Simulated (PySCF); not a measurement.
Consider C₂H₉FSi₄.

```xyz
16

C     3.1159    1.0187   -1.2234
C     2.6032    0.2986   -0.4086
Si    1.7393   -0.8273    0.7812
F     1.1677    0.1517    1.9461
Si   -0.1184   -1.7786   -0.2083
Si   -1.5478   -0.2129   -1.1723
Si   -2.2144    1.5047    0.2313
H     3.5801    1.6528   -1.9237
H     2.7774   -1.5656    1.4979
H    -0.8205   -2.5916    0.8026
H     0.3789   -2.7858   -1.1618
H    -2.7091   -0.9025   -1.7633
H    -0.8528    0.3363   -2.3514
H    -1.0740    2.3296    0.6292
H    -3.2056    2.4025   -0.3696
H    -2.8275    0.9785    1.4540
```

Geometry: GFN2-xTB.

Level of theory: CAM-B3LYP/def2-SVPD, SCF density, gas phase in PySCF 2.14.0.

Predict the electron density and electron localisation function between the atoms.

Answer. C–C (1.20 Å): the density is about 2.8 e/Å³ at the midpoint; the ELF peaks at about 0.85 between the atoms: a multiple bond.
C–Si (1.85 Å): ρ at the midpoint is about 0.95 e/Å³; the ELF peaks at about 1 between the atoms, as expected for localised, covalent bonding.
Si–Si (2.31 Å): ρ at the midpoint is about 0.7 e/Å³; the ELF peaks at about 1 between the atoms (a covalent bond).
C–H (1.05 Å): ρ at the midpoint is about 2.1 e/Å³; the ELF climbs to about 1 towards the hydrogen, as it does in any bond to H: an ordinary covalent bond to hydrogen.

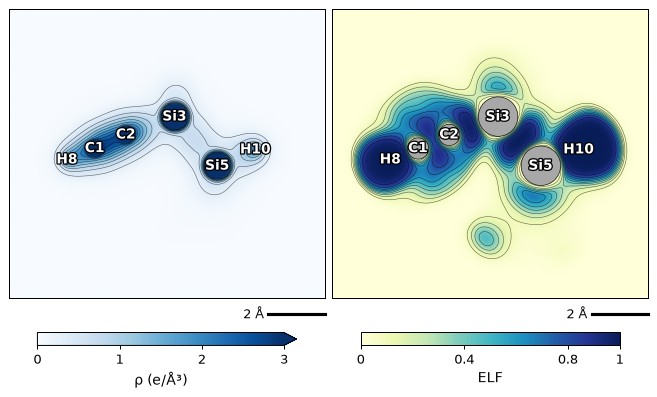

Computed electron density and electron localisation function on the plane of atoms C2, Si3 and Si5, in this order. Grey discs cover the atomic cores in the ELF map. 
